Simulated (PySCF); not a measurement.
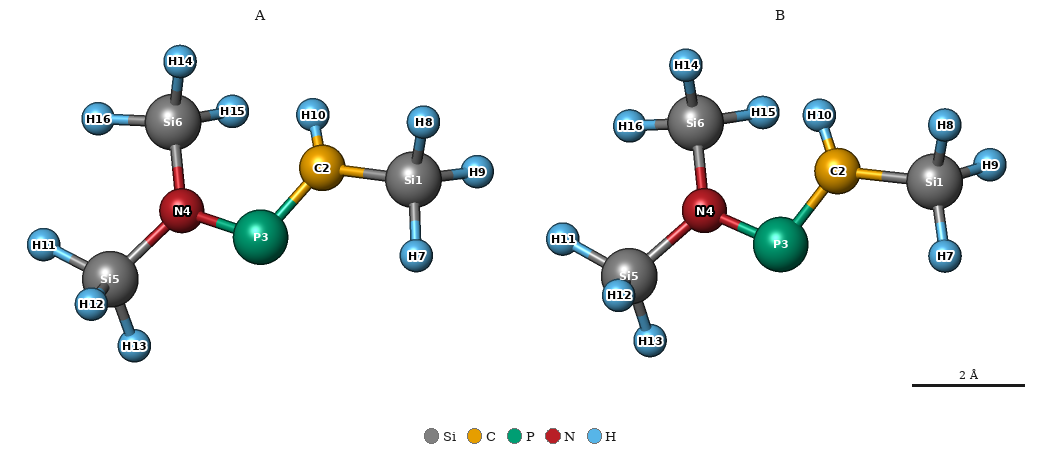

Two geometries of CH$_{10}$NPSi$_{3}$, drawn at one scale. One is the start of a relaxation, the other its converged end. Style: ball-and-stick. Shown at a tilt.

Theory: PySCF, PBE0-D3(BJ)/def2-SVP geometry optimisation, gas phase. 

> Which of the two is the end point?

Structure A is the relaxed one. The start comes from GFN2-xTB. Its atoms were then displaced at random by about 0.01 Å. The atom that moves furthest after the best rigid fit is H10 (0.45 Å). By element the largest moves are H 0.45 Å, P 0.25 Å, C 0.16 Å, Si 0.09 Å, N 0.08 Å. Near-neighbour distances that change, for instance: P3–N4 1.658 → 1.720 Å, Si1–H7 1.436 → 1.494 Å, Si5–H13 1.450 → 1.493 Å, Si1–C2 1.897 → 1.861 Å. Among the angles between lasting bonds that change: H14–Si6–H15 112.9° → 108.5°, N4–Si6–H15 106.4° → 110.7°, P3–C2–H10 119.9° → 124.2°. Over 9 geometry steps the energy falls by 27.0 kJ/mol.
